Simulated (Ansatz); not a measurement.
# PPbS2: relaxing a made-up structure

This structure for PPbS2 is made up. Its elements were placed in a known structure type with a cell scaled to their sizes. What cell does the guess relax to, and how far off was it?

Program: Ansatz 0.2.0. Level of theory: DFT, PBE, plane-wave PAW, files of the set soft_1, scalar-relativistic, no spin, cell and ions relaxed at zero pressure; PAW set soft_1, in the first sound run; inputs show where later runs differ. Results are calculated unless marked as measured.

## (1) Set-up

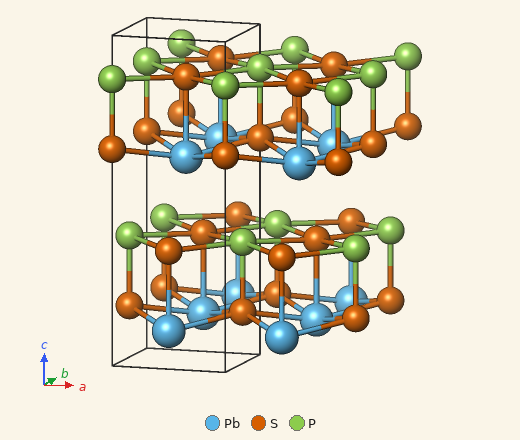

Start, viewed slightly off an axis; lead blue, sulfur orange, phosphorus green. 2×2×1 cells are drawn. This picture shows the conventional cell, with its axes. Some periodic images of atoms are drawn too.

Structure file:

```cif
data_structure
_symmetry_space_group_name_H-M 'Amm2'
_symmetry_Int_Tables_number 38
_cell_length_a 4.2240
_cell_length_b 3.8810
_cell_length_c 11.8780
_cell_angle_alpha 90.000
_cell_angle_beta 90.000
_cell_angle_gamma 90.000
_cell_volume 194.72
loop_
_atom_site_label
_atom_site_type_symbol
_atom_site_symmetry_multiplicity
_atom_site_Wyckoff_symbol
_atom_site_fract_x
_atom_site_fract_y
_atom_site_fract_z
_atom_site_occupancy
Pb1 Pb 2 b 0.50000 0.00000 0.11530 1
S1 S 2 a 0.00000 0.50000 0.15620 1
S2 S 2 b 0.50000 0.00000 0.35780 1
P1 P 2 a 0.00000 0.50000 0.36790 1
```

## (2) Relaxing cell and atoms

The guess takes its coordinates from another compound and its volume from a rule, so the cell and any free coordinates are relaxed together.

Input file input.yaml:

```yaml
crystal:
  lattice:
    - [4.224, 0.0, 0.0]
    - [0.0, 1.9405, 5.939]
    - [0.0, -1.9405, 5.939]
  atoms:
    - { symbol: Pb, position: [0.5, 0.8847, 0.8847] }
    - { symbol: S, position: [0.0, 0.3438, 0.3438] }
    - { symbol: S, position: [0.5, 0.6422, 0.6422] }
    - { symbol: P, position: [0.0, 0.1321, 0.1321] }
kpoints:
  mp_grid: { grid: [6, 7, 7] }
scf:
  occupations: { method: fermi_dirac, width: 0.05 }
hamiltonian:
  xc: pbe
  pseudopotentials: { kind: paw, azcp: { folder: soft_1 } }
relax:
  f_tol: 0.015
  max_steps: 70
  cell: {}
output:
  forces: true
  stress: true
```

Started as:

```bash
ansatz run input.yaml --threads 4 --pin off --max-ram 8192MiB --backend cpu --events-out ev --progress --plain --runs-dir out
```

Numbers of over 12 decimals in the logs are rounded to 6 here.

Output:

```text
Engine: ansatz 0.2.0, aarch64-unknown-linux-gnu
Pseudopotentials: kind: paw
Pseudopotential: Pb, paw, valence charge 14, recommended cutoff 420 eV (normal), soft_1/Pb.paw.azcp
Pseudopotential: S, paw, valence charge 6, recommended cutoff 420 eV (normal), soft_1/S.paw.azcp
Pseudopotential: P, paw, valence charge 5, recommended cutoff 420 eV (normal), soft_1/P.paw.azcp
Functional definition: PBE
  parameter kappa = 0.804
  parameter beta = 0.066725
  exchange = pbe_x(kappa = kappa, mu = beta*pi^2/3)
  correlation = pbe_c(beta = beta)
Crystal: 4 atoms, lattice volume = 97.360 Å³
Basis set: ecut = 420 eV, 1919 PW (Γ), exchange–correlation on 60×90×90 points (8 copies of the dense FFT grid, shifted against one another)
Bands: 20, of which v1, the nominal top of the filled ones, is band 16 counted from 1 (15 counted from 0)
Symmetry: 4 space group operations
Space group: Amm2 (ITA 38), of the structure as read, at distance tolerance 4.6e-5 Å
k-points: 64 of 294 (time reversal used)
Non-local potential: Pb, projectors of the file, l = 0: 2, l = 1: 2, l = 2: 2, l = 3: 1
Non-local potential: S, projectors of the file, l = 0: 2, l = 1: 2, l = 2: 1
Non-local potential: P, projectors of the file, l = 0: 2, l = 1: 2, l = 2: 1
PAW form: soft (Blöchl's): semilocal exchange-correlation on the pseudo side does not see the compensation charge
PAW one-centre angular grid: Pb, 590 points (default); XC on 64 Gauss nodes
PAW one-centre angular grid: S, 110 points (default); XC on 64 Gauss nodes
PAW one-centre angular grid: P, 110 points (default); XC on 64 Gauss nodes
Initial density: superposition of atomic densities (chi_scale 0.1, normalization cell, long waves kept (reshape's long-wave potential 0.01 eV rms))
Initial wavefunctions: pseudopotential atomic-orbital guess
Functional: x = pbe(κ = 0.804, μ = 0.219515), c = pbe(β = 0.066725)
SCF iter   1: F=—  HF=-14468.284760 eV  |F-HF|=—  |Δ(HF+E_count)|=         —  Δρ=2.47e-2  dr2=9.15e-1  ethr=3.10e-3  ⟨swp⟩=8.5  Hψ=7849  notcnv=0
preconditioner: auto → Kerker (q_TF=auto, 2.255 Å⁻¹)  [metal: Δε(μ)=0.081 eV  Ē_g=11.443 eV  σ=0.050 eV  W_gap=0.38  n_scr=14 (ndim 8)  ℏωp=21.0 eV  f_vac=0.000  D(μ)=2.05/eV (n_scr^D=12)]
SCF iter   2: F=—  HF=-14468.158416 eV  |F-HF|=—  |Δ(HF+E_count)|=   1.26e-1  Δρ=1.52e-2  dr2=3.76e-1  ethr=2.95e-3  ⟨swp⟩=1.1  Hψ=1800  notcnv=0
SCF iter   3: F=—  HF=-14468.083067 eV  |F-HF|=—  |Δ(HF+E_count)|=   7.53e-2  Δρ=2.16e-3  dr2=1.00e-2  ethr=1.21e-3  ⟨swp⟩=3.1  Hψ=2071  notcnv=0  defer=3
SCF iter   4: F=—  HF=-14468.083215 eV  |F-HF|=—  |Δ(HF+E_count)|=   1.48e-4  Δρ=6.27e-4  dr2=1.59e-3  ethr=3.22e-5  ⟨swp⟩=2.3  Hψ=2375  notcnv=0  defer=4
SCF iter   5: F=—  HF=-14468.083031 eV  |F-HF|=—  |Δ(HF+E_count)|=   1.84e-4  Δρ=2.26e-4  dr2=2.07e-4  ethr=5.13e-6  ⟨swp⟩=2.5  Hψ=2132  notcnv=0  defer=4
SCF iter   6: F=—  HF=-14468.083005 eV  |F-HF|=—  |Δ(HF+E_count)|=   2.58e-5  Δρ=7.14e-5  dr2=8.72e-6  ethr=6.66e-7  ⟨swp⟩=2.5  Hψ=1869  notcnv=0  defer=4
SCF iter   7: F=—  HF=-14468.083019 eV  |F-HF|=—  |Δ(HF+E_count)|=   1.35e-5  Δρ=1.98e-5  dr2=5.19e-7  ethr=2.81e-8  ⟨swp⟩=2.9  Hψ=2488  notcnv=0  defer=4
SCF iter   8: F=-14468.083019 eV  HF=-14468.083019 eV  |F-HF|=9.95e-9  |Δ(HF+E_count)|=   4.25e-7  Δρ=5.11e-6  dr2=5.09e-8  ethr=3.23e-10  ⟨swp⟩=5.2  Hψ=5157  notcnv=0
SCF 1 converged in 8 iterations: F = -14468.083019 eV  dr2 = 5.09e-8
  greatest PAW one-centre occupation: 0.982 electrons in one spin orbital (limit 2), on the Pb atom at site 0 (counted from 0), in its partial waves of l = 2
relax step   1: F+E_penalty+E_count = -14468.08301899 eV  Δ(F+E_penalty+E_count) = +0.000e0 eV  max|allowed force component| = 1.718e0 eV/Å  Δτ_max = 0.0000 Å  P = -5.109 GPa  Ω = 97.360 Å³  (8 SCF iters, dr2 threshold 1.00e-7 eV, accepted)
Crystal: 4 atoms, lattice volume = 87.323 Å³
Basis set: ecut = 420 eV, 1709 PW (Γ), exchange–correlation on 60×90×90 points (8 copies of the dense FFT grid, shifted against one another)
Initial density: handed on by an earlier stage of this run
Initial wavefunctions: those handed on with the density
iter 1 solved again at ethr=3.93e-4 eV; its pass at ethr=3.10e-3 eV (dr2=1.22e-1 eV) is discarded
SCF iter   1: F=—  HF=-14468.513201 eV  |F-HF|=—  |Δ(HF+E_count)|=         —  Δρ=8.53e-3  dr2=1.21e-1  ethr=3.93e-4  ⟨swp⟩=1.4  Hψ=10396  notcnv=0
preconditioner: auto → Kerker (q_TF=auto, 2.296 Å⁻¹)  [metal: Δε(μ)=0.047 eV  Ē_g=12.073 eV  σ=0.050 eV  W_gap=0.22  n_scr=14 (ndim 8)  ℏωp=22.1 eV  f_vac=0.000  D(μ)=2.55/eV (n_scr^D=14)]
SCF iter   2: F=—  HF=-14468.493448 eV  |F-HF|=—  |Δ(HF+E_count)|=   1.98e-2  Δρ=4.75e-3  dr2=3.89e-2  ethr=3.92e-4  ⟨swp⟩=2.0  Hψ=1434  notcnv=0
SCF iter   3: F=—  HF=-14468.485931 eV  |F-HF|=—  |Δ(HF+E_count)|=   7.52e-3  Δρ=9.65e-4  dr2=1.69e-3  ethr=1.25e-4  ⟨swp⟩=2.3  Hψ=1910  notcnv=0
SCF iter   4: F=—  HF=-14468.485977 eV  |F-HF|=—  |Δ(HF+E_count)|=   4.61e-5  Δρ=3.60e-4  dr2=3.08e-4  ethr=5.45e-6  ⟨swp⟩=2.6  Hψ=1987  notcnv=0
SCF iter   5: F=—  HF=-14468.485978 eV  |F-HF|=—  |Δ(HF+E_count)|=   8.28e-7  Δρ=1.27e-4  dr2=1.98e-5  ethr=9.92e-7  ⟨swp⟩=2.2  Hψ=1754  notcnv=0
SCF iter   6: F=—  HF=-14468.485980 eV  |F-HF|=—  |Δ(HF+E_count)|=   1.91e-6  Δρ=3.58e-5  dr2=2.00e-6  ethr=6.38e-8  ⟨swp⟩=2.3  Hψ=2051  notcnv=0
SCF iter   7: F=-14468.485981 eV  HF=-14468.485981 eV  |F-HF|=3.34e-8  |Δ(HF+E_count)|=   4.88e-7  Δρ=1.04e-5  dr2=1.68e-7  ethr=1.29e-9  ⟨swp⟩=5.8  Hψ=5293  notcnv=0
SCF 2 converged in 7 iterations: F = -14468.485981 eV  dr2 = 1.68e-7
relax step   2: F+E_penalty+E_count = -14468.48598062 eV  Δ(F+E_penalty+E_count) = -4.030e-1 eV  max|allowed force component| = 1.072e0 eV/Å  Δτ_max = 0.1368 Å  P = +0.984 GPa  Ω = 87.323 Å³  energy of the carried Pulay correction = +1.136e-3 eV  (7 SCF iters, dr2 threshold 4.00e-7 eV, accepted)
Crystal: 4 atoms, lattice volume = 85.106 Å³
Basis set: ecut = 420 eV, 1665 PW (Γ), exchange–correlation on 60×90×90 points (8 copies of the dense FFT grid, shifted against one another)
iter 1 solved again at ethr=2.97e-4 eV; its pass at ethr=3.10e-3 eV (dr2=9.21e-2 eV) is discarded
SCF iter   1: F=—  HF=-14468.603568 eV  |F-HF|=—  |Δ(HF+E_count)|=         —  Δρ=1.01e-2  dr2=9.44e-2  ethr=2.97e-4  ⟨swp⟩=1.8  Hψ=10300  notcnv=0
preconditioner: auto → Kerker (q_TF=auto, 2.306 Å⁻¹)  [metal: Δε(μ)=0.036 eV  Ē_g=12.281 eV  σ=0.050 eV  W_gap=0.18  n_scr=14 (ndim 8)  ℏωp=22.4 eV  f_vac=0.000  D(μ)=2.57/eV (n_scr^D=14)]
SCF iter   2: F=—  HF=-14468.587294 eV  |F-HF|=—  |Δ(HF+E_count)|=   1.63e-2  Δρ=5.67e-3  dr2=3.18e-2  ethr=2.97e-4  ⟨swp⟩=1.9  Hψ=1413  notcnv=0
[...]
SCF iter   7: F=-14468.580455 eV  HF=-14468.580455 eV  |F-HF|=2.00e-9  |Δ(HF+E_count)|=   1.50e-7  Δρ=9.16e-6  dr2=1.29e-7  ethr=1.29e-9  ⟨swp⟩=5.1  Hψ=5112  notcnv=0
SCF 3 converged in 7 iterations: F = -14468.580455 eV  dr2 = 1.29e-7
relax step   3: F+E_penalty+E_count = -14468.58045517 eV  Δ(F+E_penalty+E_count) = -9.447e-2 eV  max|allowed force component| = 9.405e-1 eV/Å  Δτ_max = 0.1940 Å  P = +2.944 GPa  Ω = 85.106 Å³  energy of the carried Pulay correction = +1.403e-3 eV  (7 SCF iters, dr2 threshold 4.00e-7 eV, accepted)
[... from here on, the SCF cycles and remarks between the steps are left out ...]
relax step   4: F+E_penalty+E_count = -14468.63142938 eV  Δ(F+E_penalty+E_count) = -5.097e-2 eV  max|allowed force component| = 2.838e-1 eV/Å  Δτ_max = 0.0476 Å  P = -0.385 GPa  Ω = 87.978 Å³  energy of the carried Pulay correction = +1.058e-3 eV  (6 SCF iters, dr2 threshold 4.00e-7 eV, accepted)
relax step   5: F+E_penalty+E_count = -14468.64583131 eV  Δ(F+E_penalty+E_count) = -1.440e-2 eV  max|allowed force component| = 1.355e-1 eV/Å  Δτ_max = 0.0438 Å  P = -0.150 GPa  Ω = 87.722 Å³  energy of the carried Pulay correction = +1.088e-3 eV  (6 SCF iters, dr2 threshold 4.00e-7 eV, accepted)
relax step   6: F+E_penalty+E_count = -14468.65633491 eV  Δ(F+E_penalty+E_count) = -1.050e-2 eV  max|allowed force component| = 9.606e-2 eV/Å  Δτ_max = 0.0904 Å  P = +0.338 GPa  Ω = 86.769 Å³  energy of the carried Pulay correction = +1.202e-3 eV  (6 SCF iters, dr2 threshold 4.00e-7 eV, accepted)
relax step   7: F+E_penalty+E_count = -14468.66049656 eV  Δ(F+E_penalty+E_count) = -4.162e-3 eV  max|allowed force component| = 6.278e-2 eV/Å  Δτ_max = 0.0284 Å  P = +0.056 GPa  Ω = 87.151 Å³  energy of the carried Pulay correction = +1.156e-3 eV  (6 SCF iters, dr2 threshold 4.00e-7 eV, accepted)
relax step   8: F+E_penalty+E_count = -14468.66246316 eV  Δ(F+E_penalty+E_count) = -1.967e-3 eV  max|allowed force component| = 2.962e-2 eV/Å  Δτ_max = 0.0134 Å  P = -0.072 GPa  Ω = 87.238 Å³  energy of the carried Pulay correction = +1.146e-3 eV  (5 SCF iters, dr2 threshold 4.00e-7 eV, accepted)
relax step   9: F+E_penalty+E_count = -14468.66329326 eV  Δ(F+E_penalty+E_count) = -8.301e-4 eV  max|allowed force component| = 1.196e-2 eV/Å  Δτ_max = 0.0108 Å  P = -0.173 GPa  Ω = 87.329 Å³  energy of the carried Pulay correction = +1.135e-3 eV  (5 SCF iters, dr2 threshold 1.38e-7 eV, accepted)
relax step  10: F+E_penalty+E_count = -14468.66348436 eV  Δ(F+E_penalty+E_count) = -1.911e-4 eV  max|allowed force component| = 4.051e-2 eV/Å  Δτ_max = 0.0053 Å  P = +0.231 GPa  Ω = 86.726 Å³  energy of the carried Pulay correction = +1.207e-3 eV  (5 SCF iters, dr2 threshold 1.97e-7 eV, accepted)
relax step  11: F+E_penalty+E_count = -14468.66382071 eV  Δ(F+E_penalty+E_count) = -3.363e-4 eV  max|allowed force component| = 2.610e-2 eV/Å  Δτ_max = 0.0087 Å  P = +0.017 GPa  Ω = 86.954 Å³  energy of the carried Pulay correction = +1.180e-3 eV  (5 SCF iters, dr2 threshold 3.16e-7 eV, accepted)
relax step  12: F+E_penalty+E_count = -14468.66391174 eV  Δ(F+E_penalty+E_count) = -9.103e-5 eV  max|allowed force component| = 6.546e-3 eV/Å  Δτ_max = 0.0052 Å  P = -0.034 GPa  Ω = 87.085 Å³  energy of the carried Pulay correction = +1.164e-3 eV  (5 SCF iters, dr2 threshold 4.26e-8 eV, accepted)
Basis set: ecut = 420 eV, 1697 PW (Γ), exchange–correlation on 54×90×90 points (8 copies of the dense FFT grid, shifted against one another)
Initial wavefunctions: pseudopotential atomic-orbital guess (no wavefunctions were taken with the density)
iter 1 solved again at ethr=6.07e-7 eV; its pass at ethr=3.10e-3 eV (dr2=1.88e-4 eV) is discarded
SCF iter   1: F=—  HF=-14468.663043 eV  |F-HF|=—  |Δ(HF+E_count)|=         —  Δρ=1.17e-4  dr2=1.78e-6  ethr=6.07e-7  ⟨swp⟩=4.9  Hψ=12750  notcnv=0
preconditioner: auto → Kerker (q_TF=auto, 2.297 Å⁻¹)  [metal: Δε(μ)=0.009 eV  Ē_g=12.186 eV  σ=0.050 eV  W_gap=0.04  n_scr=18 (ndim 8)  ℏωp=22.2 eV  f_vac=0.000  D(μ)=1.99/eV (n_scr^D=12)]
SCF iter   2: F=—  HF=-14468.663044 eV  |F-HF|=—  |Δ(HF+E_count)|=   1.31e-7  Δρ=6.07e-5  dr2=4.41e-7  ethr=5.74e-9  ⟨swp⟩=2.0  Hψ=2185  notcnv=0
SCF iter   3: F=—  HF=-14468.663045 eV  |F-HF|=—  |Δ(HF+E_count)|=   1.26e-6  Δρ=8.28e-6  dr2=1.45e-8  ethr=1.42e-9  ⟨swp⟩=2.2  Hψ=2155  notcnv=0
SCF iter   4: F=—  HF=-14468.663045 eV  |F-HF|=—  |Δ(HF+E_count)|=   2.25e-8  Δρ=7.18e-7  dr2=9.34e-10  ethr=4.69e-11  ⟨swp⟩=2.2  Hψ=2260  notcnv=0
SCF iter   5: F=—  HF=-14468.663045 eV  |F-HF|=—  |Δ(HF+E_count)|=  1.64e-11  Δρ=2.78e-7  dr2=1.69e-10  ethr=3.01e-12  ⟨swp⟩=2.2  Hψ=2240  notcnv=0
SCF iter   6: F=-14468.663045 eV  HF=-14468.663045 eV  |F-HF|=5.46e-12  |Δ(HF+E_count)|=  2.00e-11  Δρ=9.75e-8  dr2=1.93e-11  ethr=1.00e-12  ⟨swp⟩=5.6  Hψ=5177  notcnv=0
SCF 13 converged in 6 iterations: F = -14468.663045 eV  dr2 = 1.93e-11
relax step  13: F+E_penalty+E_count = -14468.66304480 eV  Δ(F+E_penalty+E_count) = +8.669e-4 eV  max|allowed force component| = 6.824e-3 eV/Å  Δτ_max = 0.0000 Å  P = -0.039 GPa  Ω = 87.085 Å³  stress off target by 4.23e-2 GPa  SCF on the basis re-selected at this cell (its energy is not comparable with the rows above)  (6 SCF iters)
basis re-selected at this cell: Δ(F+E_penalty+E_count) = +8.669e-4 eV, ΔP = -0.005 GPa vs the last step (what re-selecting the basis moved, of the pressure what is left beyond the Pulay correction that the steps carried, after the strain that the cell walked since its last selection, with what the two solves' SCF thresholds leave and, on support functions, any second-order correction that the steps lacked; it is no measure of the basis error at this ecutwfc). The dense FFT grid was sized anew with the basis: this SCF ran on 27×45×45 points, the steps before it on 30×45×45, so part of this shift can come from that change (see relax.cell in the input reference). [rest of the remark cut]
SCF converged after 6 iterations
Free energy (F): -14468.663045 eV
Harris-Foulkes:  -14468.663045 eV  (|F-HF|=5.46e-12)
Internal energy: -14468.647271 eV  (E = F + TS)
E sigma→0 (E₀):  -14468.655158 eV
Entropy (-TS):   -0.015774 eV (-3.944 meV/atom)
Fermi energy:    8.888745 eV
--- Per-component energies (eV) ---
  E_band       = -37.527673
  E_kinetic    = 566.379964
  E_local      = -1373.553050  (includes V_loc(G=0)·N_el)
  E_nonlocal   = 407.206758
  E_hartree    = 508.498590
  E_xc         = -454.884275
  E_vxc        = -362.122815  (∫ρ·V_xc dr)
  E_paw        = -12165.722824  (= ΣΔE_a)
  E_vpaw       = -292.435651  (= ΣTr[D̂ρ^β])
  E_aug_tail   = -0.000007  (compensation charges beyond the density's cutoff)
  E_ewald      = -1956.572426
  E_smearing   = -0.015774  (= −TS)
  E_closure    = 0.000000  (closes the sum)
  Σ components = -14468.663045   (vs F -14468.663045, Δ=0.00e0)
--- Forces (eV/Å), atoms counted from 1 ---
  atom   1  Pb     0.00000000     0.00000000     0.00345190
  atom   2  S      0.00000000    -0.00000000     0.00073526
  atom   3  S      0.00000000    -0.00000000     0.00263681
  atom   4  P      0.00000000    -0.00000000    -0.00682443
  max |Σ_I F_I| component: 4.59e-7 eV/Å
--- Stress (GPa, compression-positive) ---
       -0.042277      -0.000000      -0.000000
       -0.000000      -0.040424       0.000000
       -0.000000       0.000000      -0.035106
  P = ⅓ Tr σ = -0.0393 GPa (-0.393 kbar)
--- Relaxed structure (12 steps of the walk, 12 accepted, 1 SCFs on fresh bases) ---
  F+E_penalty+E_count = -14468.66304480 eV   max|allowed force component| = 6.824e-3 eV/Å   (the final SCF, on the basis selected at the relaxed cell)
  cell:  # Å, volume = 87.0854 Å³
    - [3.853650, 1.7891629711567575e-17, 0]
    - [8.219390969530553e-18, 1.962571, 5.757286]
    - [-8.219390969530473e-18, -1.962571, 5.757286]
  atoms:
    - { symbol: Pb, position: [0.5, 0.913836, 0.913836] }
    - { symbol: S, position: [0, 0.323324, 0.323324] }
    - { symbol: S, position: [0.5, 0.627768, 0.627768] }
    - { symbol: P, position: [0, 0.137871, 0.137871] }
```

Run time: 40 s. Hardware: 4 threads of Arm Neoverse V1, shared host; peak memory 0.51 GiB; 2.6 min of CPU time.

This run has no spin polarisation although its electron count is odd.

Relaxation path:

```csv
step,energy less that of the first step (eV),largest force component (eV/Å),pressure (GPa),volume (Å³)
1,0.0000,1.7182,-5.11,97.36
2,-0.4030,1.0720,0.98,87.32
3,-0.4974,0.9405,2.94,85.11
4,-0.5484,0.2838,-0.38,87.98
5,-0.5628,0.1355,-0.15,87.72
6,-0.5733,0.0961,0.34,86.77
7,-0.5775,0.0628,0.06,87.15
8,-0.5794,0.0296,-0.07,87.24
9,-0.5803,0.0120,-0.17,87.33
10,-0.5805,0.0405,0.23,86.73
11,-0.5808,0.0261,0.02,86.95
12,-0.5809,0.0065,-0.03,87.09
13*,-0.5800,0.0068,-0.04,87.09
```

Relaxation steps marked * repeat the geometry before them on a plane-wave basis chosen anew for their cell, so energy and pressure can jump there.

Forces are held to the 4 operations that the run works with; a distortion that breaks them can't arise in this run.

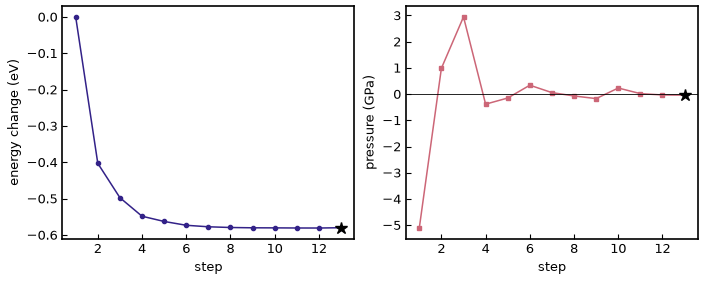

Energy and pressure along the relaxation. Stars mark steps on a basis chosen anew.

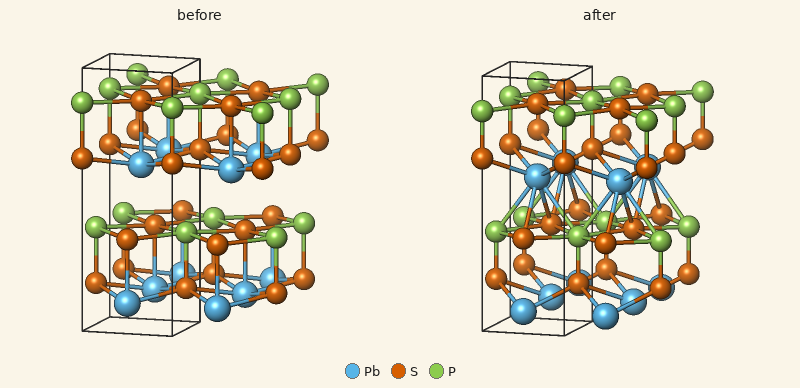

The structure before and after the relaxation, drawn at the same scale.

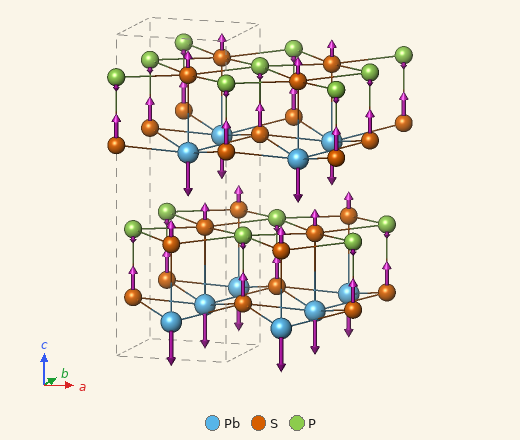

Displacements in the relaxation, exaggerated, measured against the changing cell; the longest in the cell stands for 0.34 Å. 2×2×1 conventional cells are drawn. Some periodic images of atoms are drawn too.

```csv
"conventional cell, symmetrised",before,after,change
a (Å),4.224,3.854,-8.8 %
b (Å),3.881,3.925,+1.1 %
c (Å),11.878,11.515,-3.1 %
volume (Å³/atom),24.34,21.77,-10.6 %
```

The atoms that moved most (Å, as changes of fractional coordinates times the final cell):

```csv
atom,dx,dy,dz,length
Pb1,0.000,0.000,0.335,0.335
S2,0.000,0.000,-0.236,0.236
S3,0.000,0.000,-0.166,0.166
P4,0.000,0.000,0.066,0.066
```

The relaxed structure:

```xyz
4
Lattice="3.8537 0.0000 0.0000 0.0000 1.9626 5.7573 0.0000 -1.9626 5.7573" Properties=species:S:1:pos:R:3 pbc="T T T"
Pb    1.9268    0.0000   10.5224
S     0.0000    0.0000    3.7229
S     1.9268    0.0000    7.2285
P     0.0000    0.0000    1.5875
```

This step gave:

```yaml
free_energy: -14468.6630 eV
energy_at_zero_smearing: -14468.6552 eV
smearing_term_ts: 0.01577 eV
fermi_energy: 8.889 eV
electrons: 31
symmetry_operations: 4
pressure: -0.03927 GPa
```

Shortest distances by pair of elements, guess and relaxed (not always the same contact):

```csv
pair,guess (Å),relaxed (Å)
P–S,2.515,2.135
Pb–S,2.880,2.941
P–Pb,3.619,3.220
S–S,3.736,3.555
Pb–Pb,3.881,3.854
```

The relaxation ends with a largest force component of 0.0068 eV/Å and a pressure of -0.04 GPa.

[end of part 1 of 2]

[Logs are printed without paths, hosts, clocks, repeated set-up lines and the standing remarks that a program may print on its own settings, such as how far it seeks lower states.]

[Hosts, paths, dates, database ids (printed as entryN), source tags and the programs' standing remarks are cut or masked in the printed files.]
